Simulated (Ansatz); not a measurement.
**SnTe (SMILES [Sn][Te]): levels of theory compared**

Aim: a comparison of 4 runs (B2PLYP/STO-3G, UPBE/STO-3G, r2SCAN/STO-3G, MP2/STO-3G) of SnTe. 

The results are computed with Ansatz 0.2.0.

48 further runs of the same task are left out: 11 that didn't finish, 37 set aside as unsound or not needed.

## Step 1: Starting point

SnTe: 2 atoms, total charge 0, spin state singlet. SMILES: `[Sn][Te]`. The Te2–Sn1 distance was set to 6.342 Å, away from the relaxed value.

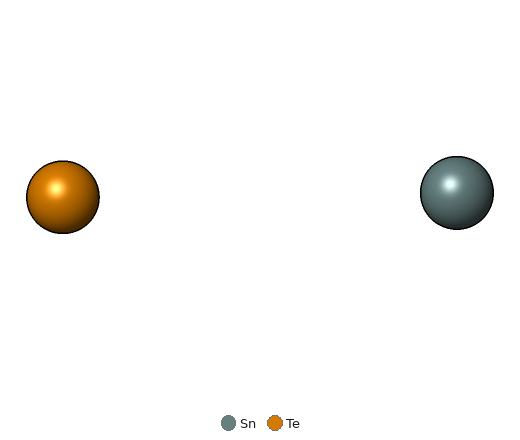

Viewed from a chosen angle; tin teal, tellurium orange.

## Step 2: A single-point energy at B2PLYP/STO-3G (run 1)

Contents of run.yaml:

```yaml
crystal:
  periodic: [false, false, false]
  atoms:
    - {symbol: Sn, position_ang: [0.000000, 0.000000, -3.805130]}
    - {symbol: Te, position_ang: [0.000000, 0.000000, 2.536770]}
basis:
  gaussian: {orbitals: STO-3G}
hamiltonian: {xc: {name: B2PLYP}}
accuracy: high
correlation: {frozen_orbitals: {Sn: 18, Te: 18}}
```

The run is started by

```
$ ansatz run run.yaml --threads 1 --pin off --max-ram 2610MiB --events-out events.jsonl --progress --plain --runs-dir runs
```

The program printed:

```text
Warning: RAYON_NUM_THREADS=1 ignored (pool sized by the plan → 1); use --threads N
Functional definition: B2PLYP
  name "B2PLYP"
  parameter a = 0.53
  parameter c = 0.27
  exchange = (1 - a)*b88_x + a*exact_x
  correlation = (1 - c)*lyp_c + c*(mp2_os + mp2_ss)
750 factors; integrals over basis functions are off by at most 4.5e-9 eV
mean field evaluation 1: about -340486.4711 eV, gradient 3.6e0 eV
mean field evaluation 2: about -340486.4830 eV, gradient 3.6e0 eV
mean field evaluation 4: about -340379.7662 eV, gradient 9.3e0 eV
mean field evaluation 8: about -340494.6138 eV, gradient 2.5e1 eV
mean field evaluation 16: about -340504.4555 eV, gradient 4.6e-7 eV
mean field evaluation 32: about -340493.0352 eV, gradient 2.5e1 eV
mean field evaluation 64: about -340504.4727 eV, gradient 7.6e-2 eV
mean field evaluation 96: about -340504.4766 eV, gradient 7.3e-3 eV
mean field evaluation 128: about -340504.4766 eV, gradient 6.7e-3 eV
mean field evaluation 160: about -340504.1939 eV, gradient 6.3e-4 eV
mean field evaluation 192: about -340504.4605 eV, gradient 4.1e-2 eV
mean field -340504.47656667 eV, -12513.3087116013 hartree, gradient 2.4e-8 eV, S^2 0.000000; 10 other end points of the search recorded, 0 dependent functions left out; unrestricted orbitals would lower it
36 core orbitals not correlated: weight in the atoms' cores, before any rotation towards them, 1.000 or more for the frozen orbitals, at most 0.000 for the correlated occupied ones
reference -340504.47659120 eV, -12513.3087125027 hartree; 15, 15 occupied and 3, 3 virtual orbitals, 750 factors
second order -2.18428498 eV of doubles, -0.00000000 eV of singles
Total energy: -340505.06634814 eV, -12513.3303856707 hartree
```

Run time: 7.5 s. Hardware: 1 thread of AMD EPYC 9R45 (Zen 5), shared host; peak memory 0.23 GiB.

## Step 3: A single-point energy at UPBE/STO-3G (run 2)

Contents of run.yaml:

```yaml
crystal:
  periodic: [false, false, false]
  atoms:
    - symbol: Sn
      position_ang: [0.000000, 0.000000, -3.805130]
    - symbol: Te
      position_ang: [0.000000, 0.000000, 2.536770]
basis:
  gaussian: {orbitals: STO-3G}
magnetization: {spin_polarized: true}
hamiltonian: {xc: {name: PBE}}
accuracy: high
```

The run is started by

```
$ ansatz run run.yaml --threads 1 --pin off --max-ram 2610MiB --events-out events.jsonl --progress --plain --runs-dir runs
```

The program printed (excerpt; [...] marks lines left out):

```text
Warning: RAYON_NUM_THREADS=1 ignored (pool sized by the plan → 1); use --threads N
Functional definition: PBE
  name "PBE"
[...]
750 factors; integrals over basis functions are off by at most 4.5e-9 eV
[...]
mean field -340499.73203070 eV, -12513.1343531203 hartree, gradient 1.6e-8 eV, S^2 1.808507; 15 other end points of the search recorded, 0 dependent functions left out
reference -340499.73203343 eV, -12513.1343532208 hartree; 51, 51 occupied and 3, 3 virtual orbitals, 750 factors
Total energy: -340499.73203343 eV, -12513.1343532208 hartree
```

Wall time 24 s (1 thread of AMD EPYC 9R45 (Zen 5), shared host); peak memory 0.17 GiB.

Run 3 isn't shown in full; the table further down has it.

## Step 4: A single-point energy at MP2/STO-3G (run 4)

Contents of input.yaml:

```yaml
crystal:
  periodic: [false, false, false]
  atoms:
    - {symbol: Sn, position_ang: [0.000000, 0.000000, -3.805130]}
    - {symbol: Te, position_ang: [0.000000, 0.000000, 2.536770]}
basis:
  gaussian:
    orbitals: STO-3G
magnetization:
  spin_polarized: false
  initial_magnetization: 0
correlation:
  method: mp2
  frozen_orbitals: {Sn: 18, Te: 18}
accuracy: high
```

The run is started by

```
$ ansatz run input.yaml --threads 1 --pin off --max-ram 2610MiB --events-out events.jsonl --progress --plain --runs-dir runs
```

The program printed (excerpt; [...] marks lines left out):

```text
Warning: RAYON_NUM_THREADS=1 ignored (pool sized by the plan → 1); use --threads N
Functional definition: HF
  name "HF"
[...]
750 factors; integrals over basis functions are off by at most 4.5e-9 eV
[...]
mean field -340419.29970482 eV, -12510.1785196634 hartree, gradient 6.0e-9 eV, S^2 0.000000; 25 other end points of the search recorded, 0 dependent functions left out; unrestricted orbitals would lower it
[...]
unrestricted determinant -340422.01806136 eV, -12510.2784174236 hartree, S^2 2.0000
36 core orbitals not correlated: weight in the atoms' cores, before any rotation towards them, 1.000 or more for the frozen orbitals, at most 0.000 for the correlated occupied ones
reference -340419.29970482 eV, -12510.1785196634 hartree; 15, 15 occupied and 3, 3 virtual orbitals, 750 factors
second order -0.72389034 eV of doubles, -0.00000000 eV of singles
WARN: the method's energy lies above the unrestricted determinant's, so it is not that of the lowest state
Total energy: -340420.02359516 eV, -12510.2051221426 hartree
```

It took 8.4 s on 1 thread of AMD EPYC 9R45 (Zen 5), shared host; peak memory 0.36 GiB.

## Step 5: Overview of the runs

| run | level | frozen core orbitals | energy (Eh) | wall time |
| --- | --- | --- | --- | --- |
| 1 | B2PLYP/STO-3G | 36 | -12513.330386 | 7.5 s |
| 2 | UPBE/STO-3G | – | -12513.134353 | 24 s |
| 3 | r2SCAN/STO-3G | – | -12514.675063 | 32 s |
| 4 | MP2/STO-3G | 36 | -12510.205122 | 8.4 s |

## Step 6: What came out

```
                                           quantity            value
                                run 4: total energy  -12510.20512 Eh
run 4: correlation energy (36 core orbitals frozen)        -26.6 mEh
```

**Reading.** Totals of different functionals can't be ranked against each other. In runs 1, 4 the log says that unrestricted orbitals would lower the reference, so the values rest on an unstable closed-shell determinant (other closed-shell runs at this shape may share the fault). In runs 1, 2, 3, 4 the basis is minimal, so the values are rough. In runs 1, 3, 4 a closed-shell determinant meets a far-stretched bond, which it describes badly. In runs 1, 2, 3, 4 relativity is left out where basis or elements ask for it. Spin contamination of the reference: run 2 ⟨S²⟩ = 1.81. Where it is this large, the reference is a mixture of spin states, and values that rest on it are in doubt. All runs together took 71 s, the longest 32 s.
